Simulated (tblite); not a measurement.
Geometry relaxation of Si$_{5}$N$_{2}$H$_{12}$S (part 3 of 3)

Continued. System: Si$_{5}$N$_{2}$H$_{12}$S, SMILES N[Si@@H]1S[Si@@H]([SiH3])[Si@H]1N[SiH3]. Method: GFN2-xTB geometry optimisation, gas phase (tblite 0.8.0). It belongs to a series of runs on one base structure; here: H on Si replaced by NHSiH3.

Geometry of the input (Å):
```
N  -0.0169  3.1437  0.3590
Si -0.4765  1.6196  -0.2025
S  -2.3940  1.2991  0.6670
Si -1.8155  -0.7764  0.6247
Si -2.2054  -1.8694  -1.3243
Si 0.3670  -0.2053  0.9009
N  1.5529  -1.2153  0.2215
Si 3.0091  -0.3691  -0.0388
H  -0.5194  3.8450  -0.1835
H  -0.3789  3.2661  1.3145
H  -0.5399  1.5645  -1.6685
H  -2.3851  -1.4752  1.8275
H  -1.6039  -1.1189  -2.4555
H  -1.6207  -3.2376  -1.3081
H  -3.6665  -1.9859  -1.5877
H  0.7135  0.0283  2.3451
H  1.7585  -1.9899  0.8541
H  2.7485  0.7020  -1.0203
H  3.9591  -1.3527  -0.5857
H  3.5089  0.1379  1.2575
```

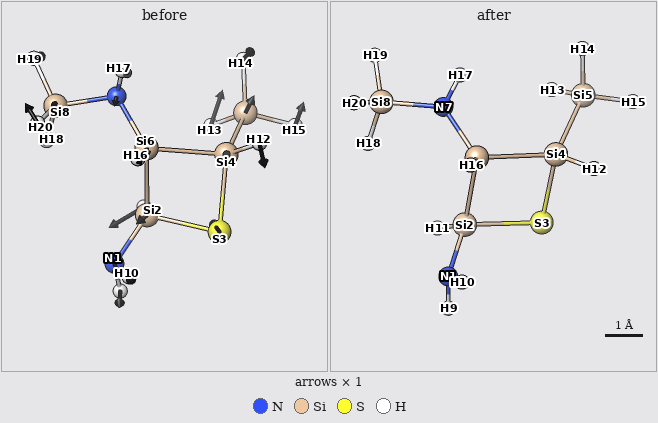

Figure 1. Before (left) and after (right) the relaxation, at one scale (ball-and-stick view, seen at a tilt). The black arrows give the displacements, at true length. Over 122 geometry steps the energy falls by 93.9 kJ/mol. The largest force component goes from 1.6 to 0.008 eV/Å. The atom that moves furthest after the best rigid fit is H11 (1.17 Å). Largest moves by element: H 1.17 Å, S 1.16 Å, N 0.58 Å, Si 0.57 Å. Distances before and after: Si4–Si6 2.273 → 2.356 Å, Si2–S3 2.130 → 2.208 Å, Si4–Si5 2.268 → 2.318 Å, S3–Si4 2.155 → 2.200 Å. Among the angles that change: Si6–N7–Si8 111.2° → 129.1°, Si5–Si4–Si6 113.0° → 124.6°, Si6–Si2–H11 117.8° → 128.9°. (Atoms are counted from 1 in the order of the input.)
